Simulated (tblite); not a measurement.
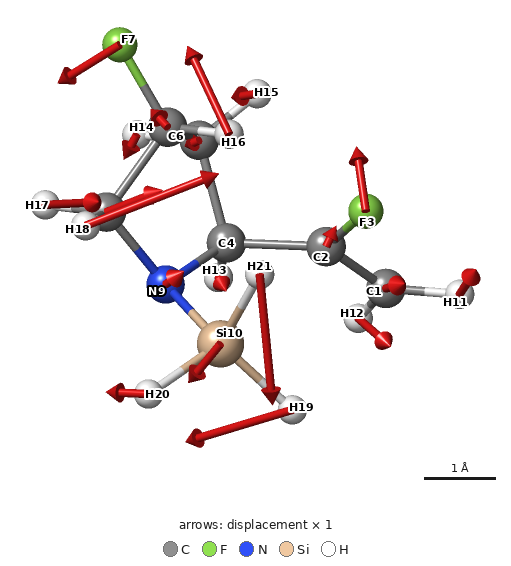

A relaxation of C$_{6}$H$_{11}$F$_{2}$NSi. The starting structure is drawn; red arrows show the displacements, at their true length. The two geometries are superimposed by the best rigid fit.

A ball-and-stick model, seen from a free direction.

These are results of tblite 0.8.0, GFN2-xTB geometry optimisation, gas phase, not measurements. 

What did the optimiser do to the structure, and how much energy did it gain?

Answer. The energy falls by 86.0 kJ/mol in 233 geometry steps. The atom that moves furthest after the best rigid fit is an H atom (2.06 Å). By element the largest moves are H 2.06 Å, F 1.19 Å, C 1.03 Å, Si 0.85 Å, N 0.44 Å. Near-neighbour distances that change, for instance: C–Si 2.826 → 3.444 Å, N–Si 1.765 → 1.716 Å, C–C 1.470 → 1.507 Å, C–C 1.500 → 1.536 Å. Bond angles that change, for instance: C–N–Si 108.6° → 123.9°, F–C–C 126.4° → 113.8°, C–C–C 118.0° → 127.0°. Groups turn about C–C by about 65°, C–C by about 40°, C–C by about 20°. Cost: 2.2 s on 1 thread of Arm Neoverse V1 (shared host).
